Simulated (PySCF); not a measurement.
# AlNH3OF (SMILES [NH2][Al]([OH])[F]): levels of theory compared

We compute a comparison of 5 runs (HF/def2-SVP, B3LYP/6-31G*, PBE0/def2-SVP, TPSS/6-311+G**, CCSD/6-31G**) of AlNH3OF. Input form: a Python script.

The results are computed with PySCF 2.14.0.

### 1 Starting point

AlNH3OF has 7 atoms, charge 0, and is taken as a singlet. SMILES: `[NH2][Al]([OH])[F]`. Geometry: relaxed at PBE0-D4/def2-TZVP. This is one conformer, not always the lowest.

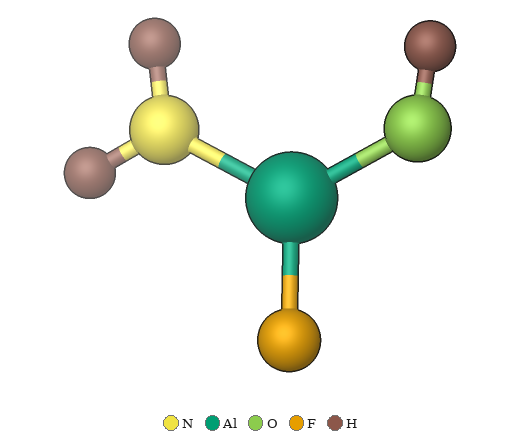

The structure, seen from a chosen angle (nitrogen yellow, aluminium teal, oxygen green, fluorine amber, hydrogen brown).

### 2 Energy and forces at HF/def2-SVP (run 1)

Input file run.py:

```python
from pyscf import gto

system = gto.Mole()
system.atom = [
    ('N', (-0.569800, 0.926800, -0.530800)),
    ('Al', (-0.133300, -0.630000, 0.151800)),
    ('O', (1.368400, -1.004200, 0.819000)),
    ('F', (-1.265600, -1.822100, 0.146500)),
    ('H', (-1.473200, 1.130200, -0.925100)),
    ('H', (0.029600, 1.732300, -0.586700)),
    ('H', (2.105200, -0.401000, 0.879500)),
]
system.basis = 'def2-svp'
system.max_memory = 1860
system.verbose = 4
system.build()

mf = system.RHF()
mf.conv_tol = 1e-10
mf.kernel()
if not mf.converged:
    mf = mf.newton().run(mf.mo_coeff, mf.mo_occ)

e_tot = mf.e_tot
print(f'total energy: {e_tot:.8f} hartree')
grad = mf.nuc_grad_method().kernel()
mf.analyze()
```

The run is started by

```bash
OMP_NUM_THREADS=1 python run.py
```

Log:

```text
PySCF version 2.14.0

[... 79 lines left out ...]
Total Energy =                        -472.330048128692738
[... 11 lines left out ...]
MO #5   energy= -4.8952797050246   occ= 2
[... 9 lines left out ...]
MO #15  energy= -0.609081774094912 occ= 2
[... 9 lines left out ...]
MO #25  energy= 0.256916450001524  occ= 0
[... 9 lines left out ...]
MO #35  energy= 0.872746546462619  occ= 0
[... 9 lines left out ...]
MO #45  energy= 1.36146713273048   occ= 0
[... 9 lines left out ...]
MO #55  energy= 2.04403845377895   occ= 0
[... 9 lines left out ...]
MO #65  energy= 3.22428942199072   occ= 0
[... 9 lines left out ...]
MO #75  energy= 4.12018302057218   occ= 0
[... 85 lines left out ...]
Dipole moment(X, Y, Z, Debye):  1.25828,  3.47791, -0.72379
```

It took 5.4 s on 1 thread of Intel Xeon at 2.70GHz, shared host; peak memory 0.15 GiB.

### 3 Energy and forces at B3LYP/6-31G(d) (Cartesian functions) (run 2)

Input file input.py:

```python
import pyscf.grad
from pyscf import gto, dft

molecule = gto.Mole()
molecule.atom = [
    ('N', (-0.569800, 0.926800, -0.530800)),
    ('Al', (-0.133300, -0.630000, 0.151800)),
    ('O', (1.368400, -1.004200, 0.819000)),
    ('F', (-1.265600, -1.822100, 0.146500)),
    ('H', (-1.473200, 1.130200, -0.925100)),
    ('H', (0.029600, 1.732300, -0.586700)),
    ('H', (2.105200, -0.401000, 0.879500)),
]
molecule.cart = True
molecule.basis = '6-31g*'
molecule.max_memory = 1860
molecule.verbose = 4
molecule.build()

mf = dft.RKS(molecule)
mf.xc = 'b3lyp'
mf.grids.level = 5
mf.conv_tol = 1e-10
mf.kernel()
if not mf.converged:
    mf = mf.newton().run(mf.mo_coeff, mf.mo_occ)

etot = mf.e_tot
print('E(%s) = %.9f' % ('B3LYP', etot))
grad = mf.Gradients().kernel()
dip = mf.dip_moment()
pop, q = mf.mulliken_pop()
```

The run is started by

```bash
OMP_NUM_THREADS=1 python input.py
```

Log:

```text
PySCF version 2.14.0

[... 76 lines left out ...]
converged SCF energy = -474.208509616858
[... 15 lines left out ...]
Dipole moment(X, Y, Z, Debye):  1.12276,  3.26170, -0.69932
[... 78 lines left out ...]
charge of    6H =      0.41152
```

Run time: 29 s. Hardware: 1 thread of Intel Xeon at 2.70GHz, shared host; peak memory 0.69 GiB.

Runs 3 to 4 aren't shown in full; the table further down has their settings and results.

### 4 A single-point energy at CCSD/6-31G(d,p) (spherical functions) (run 5)

Input file calc.py:

```python
from pyscf import gto, cc

mol = gto.M(
    atom=[
    ('N', (-0.569800, 0.926800, -0.530800)),
    ('Al', (-0.133300, -0.630000, 0.151800)),
    ('O', (1.368400, -1.004200, 0.819000)),
    ('F', (-1.265600, -1.822100, 0.146500)),
    ('H', (-1.473200, 1.130200, -0.925100)),
    ('H', (0.029600, 1.732300, -0.586700)),
    ('H', (2.105200, -0.401000, 0.879500)),
],
    max_memory=1860,
    verbose=4,
    basis='6-31g**',
)

mf = mol.RHF()
mf.conv_tol = 1e-10
mf.kernel()
if not mf.converged:
    mf = mf.newton().run(mf.mo_coeff, mf.mo_occ)

mycc = cc.CCSD(mf, frozen=8)
mycc.kernel()
e_tot = mycc.e_tot
print('Final energy', e_tot)
dip = mf.dip_moment()
pop, q = mf.mulliken_pop()
```

The run is started by

```bash
OMP_NUM_THREADS=1 python calc.py
```

Log:

```text
PySCF version 2.14.0

[... 63 lines left out ...]
converged SCF energy = -472.576647755332
[... 12 lines left out ...]
Init t2, MP2 energy = -473.159810698289  E_corr(MP2) -0.583162942957117
[... 12 lines left out ...]
CCSD converged
[... 1 line left out ...]
Final energy -473.1778307462903
Dipole moment(X, Y, Z, Debye):  1.19166,  3.42154, -0.72878
[... 83 lines left out ...]
charge of    6H =      0.35038
```

Wall time 9.3 s (1 thread of Intel Xeon at 2.70GHz, shared host); peak memory 0.3 GiB.

### 5 Overview of the runs

```
run                               level  Cartesian functions  integration grid  energy (Eh)  dipole moment (D) of the reference  HOMO energy (eV)  LUMO energy (eV)  wall time
  1                         HF/def2-SVP                   no                 –  -472.330048                                3.77            -11.20              2.64      5.4 s
  2  B3LYP/6-31G* (Cartesian functions)                  yes                 5  -474.208510                                3.52             -7.03             -0.44       29 s
  3                       PBE0/def2-SVP                   no                 5  -473.606079                                3.58             -7.43             -0.10       27 s
  4                      TPSS/6-311+G**                   no                 5  -474.339175                                3.52             -6.46             -1.45       73 s
  5  CCSD/6-31G** (spherical functions)                   no                 –  -473.177831                                3.70            -11.10              2.78      9.3 s
```

### 6 Summary of results

```
                                          quantity          value
                               run 5: total energy  -473.17783 Eh
       run 5: dipole moment (Hartree–Fock density)         3.70 D
        run 5: HOMO energy (Hartree–Fock orbitals)      -11.10 eV
        run 5: LUMO energy (Hartree–Fock orbitals)        2.78 eV
      run 5: HOMO–LUMO gap (Hartree–Fock orbitals)       13.89 eV
run 5: correlation energy (8 core orbitals frozen)     -601.2 mEh
                              run 5: T1 diagnostic          0.013
```

In words: Over runs 1, 2, 3, 4 the dipole moment (its size) runs from 3.52 D (TPSS/6-311+G**) to 3.77 D (HF/def2-SVP). The two ends differ in method and basis. Over runs 1, 2, 3, 4 the HOMO–LUMO gap runs from 5.00 eV (TPSS/6-311+G**) to 13.84 eV (HF/def2-SVP). Totals of different functionals can't be ranked against each other. All runs together took 2.4 min, the longest 73 s.
